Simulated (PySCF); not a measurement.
Vertical excitations of a molecule FH6NSi2 from TDA-PBE/def2-SVPD (PySCF), as energy in eV (oscillator strength): 4.70 (0.025), 5.25 (0.013), 6.08 (0.003), 6.31 (0.027), 6.46 (0.070), 6.63 (0.069), 6.76 (0.007), 6.92 (0.042), 7.08 (0.058), 7.11 (0.036). Lowest triplet (TDA): 4.21 eV. Geometry: PBE-D3(BJ)/def2-SVP. The values are those of a single conformer.

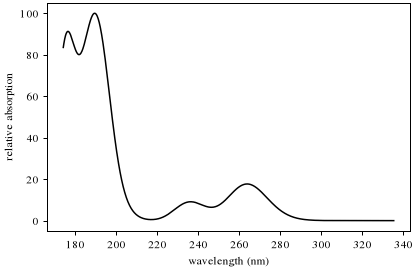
The lines broadened by 0.4 eV.

**Question.** Which molecule gave these data?
A. N[Si@H](F)[SiH3]
B. F[SiH2]N[SiH3]
C. N[SiH2][SiH2]F

**Answer.** C, N[SiH2][SiH2]F
